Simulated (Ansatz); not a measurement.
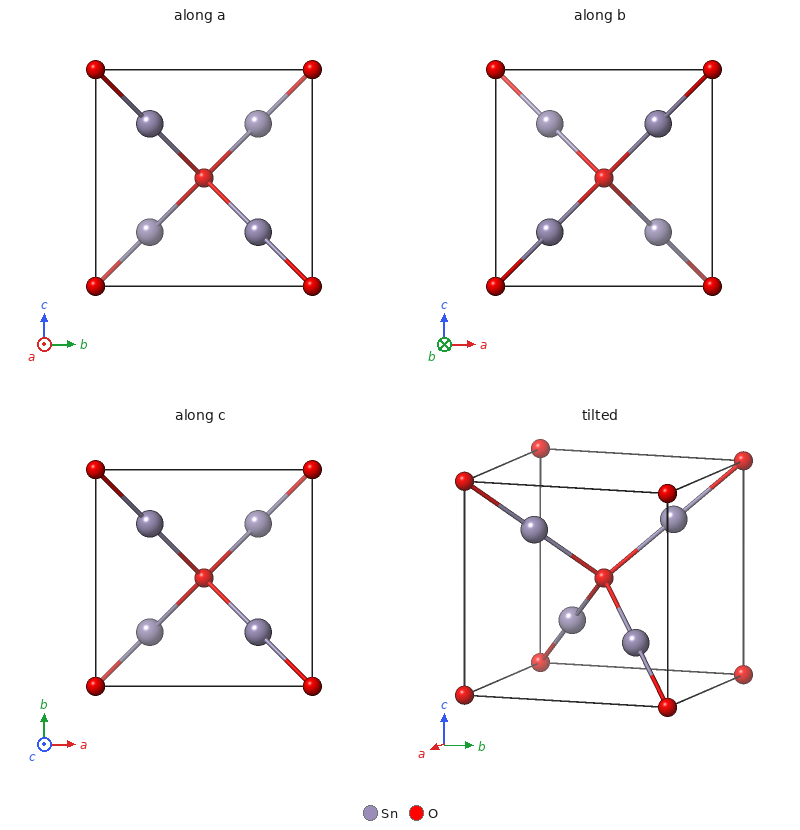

This ball-and-stick model is shown along the a axis, along the b axis, along the c axis and slightly off an axis. The conventional unit cell is drawn as a box.

Lattice parameters: a = 5.113 Å, b = 5.113 Å, c = 5.113 Å, α = 90.00°, β = 90.00°, γ = 90.00°.

From the views, write a table of Wyckoff sites.

Answer. Space group Pn-3m:1 (No. 224).
```
atom  site       x       y       z
  Sn    4b  0.2500  0.2500  0.2500
   O    2a  0.0000  0.0000  0.0000
```

Origin of the cell: a structure type filled with these elements by a generator (whether the compound takes this form wasn't checked). This is the structure after a relaxation with Ansatz, DFT PBEsol, scalar-relativistic, plane waves, PAW.
